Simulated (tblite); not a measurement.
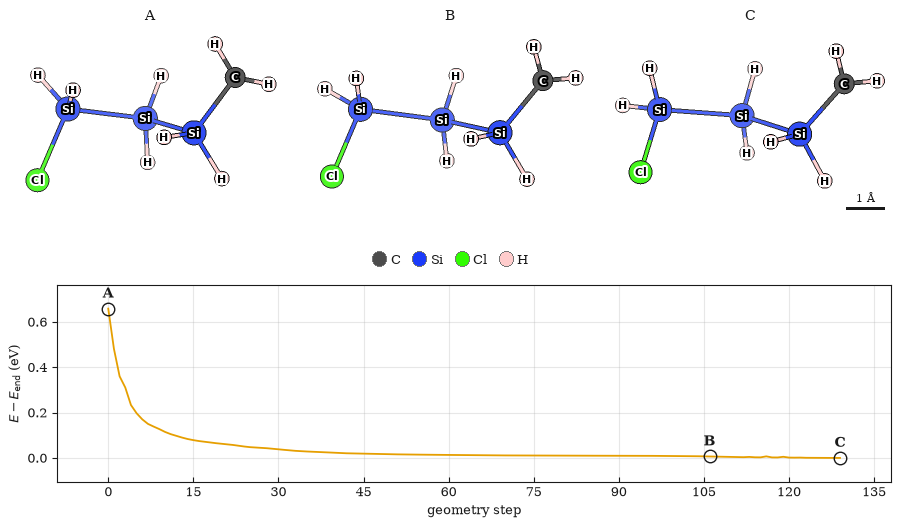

Frames of a relaxation of CH$_{8}$ClSi$_{3}$ (multiplicity 2), marked on the history of the run. A ball-and-stick model, seen at a tilt.

Theory: GFN2-xTB geometry optimisation, gas phase (tblite 0.8.0). 

### What happens along the run?

An H atom moves most after the best rigid fit: 1.08 Å. Largest moves by element: H 1.08 Å, Cl 0.78 Å, C 0.31 Å, Si 0.27 Å. Near-neighbour distances that change, for instance: Si–Si 2.233 → 2.368 Å, Si–Si 2.247 → 2.318 Å, Cl–Si 2.088 → 2.034 Å, C–Si 1.870 → 1.818 Å. Bond angles that change, for instance: Si–C–H 106.9° → 122.5°, Si–C–H 108.1° → 122.3°, Si–Si–Si 106.0° → 115.7°. Groups turn about Si–Si by about 40°. Over 129 geometry steps the energy falls by 0.658 eV. The run took 0.91 s on 1 thread of Arm Neoverse V2, with other jobs on the host. From step 0 to 106: an H atom moves most (0.95 Å), energy −0.652 eV. From step 106 to 129: the Cl atom moves most (0.53 Å), energy −0.006 eV.
